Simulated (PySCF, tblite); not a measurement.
Molecule: C₅H₁₄BNO, SMILES C[N+]1(C)[BH2-][C@H](O)CC1.

```xyz
22

C     -1.3775    -1.1712     0.0390
N     -0.7405     0.1434     0.0210
C     -1.7699     1.1719     0.1159
B      0.3818     0.2494     1.2166
C      1.6599    -0.4920     0.5051
O      2.9132     0.1572     0.7126
C      1.3207    -0.5386    -1.0126
C      0.0641     0.3053    -1.1990
H     -0.6161    -1.9448     0.0429
H     -1.9699    -1.2727     0.9456
H     -2.0278    -1.3018    -0.8309
H     -1.3073     2.1564     0.1174
H     -2.4706     1.1056    -0.7214
H     -2.3145     1.0514     1.0502
H     -0.0542    -0.2808     2.1847
H      0.5934     1.4150     1.3793
H      1.8384    -1.5150     0.8543
H      2.7360     1.0875     0.8830
H      1.1554    -1.5619    -1.3529
H      2.1516    -0.1320    -1.5888
H      0.3376     1.3592    -1.2752
H     -0.5144     0.0278    -2.0877
```

GIAO shifts, PBE0/pcSseg-1 in PySCF 2.14.0, at a GFN2-xTB geometry (a minimum by its frequencies), against BF₃.OEt₂ for ¹¹B computed at the same level. Gas phase, fully decoupled, line heights follow the number of nuclei, widths are arbitrary (no quadrupolar broadening); values of one conformer, averaged over methyl-type rotors and exact or near symmetry; other conformers aren't averaged in.

### How many ¹¹B lines appear, and where?

1 signal.


```
δ (ppm)  nuclei  atoms
   −6.5       1     B4
```

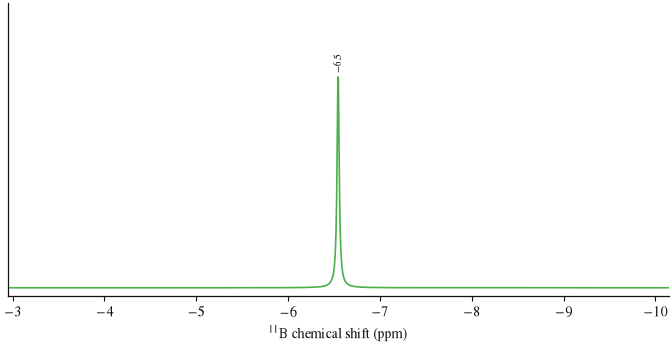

Known limits of this run: the tight-binding geometry is rougher than a DFT one and adds to the error.
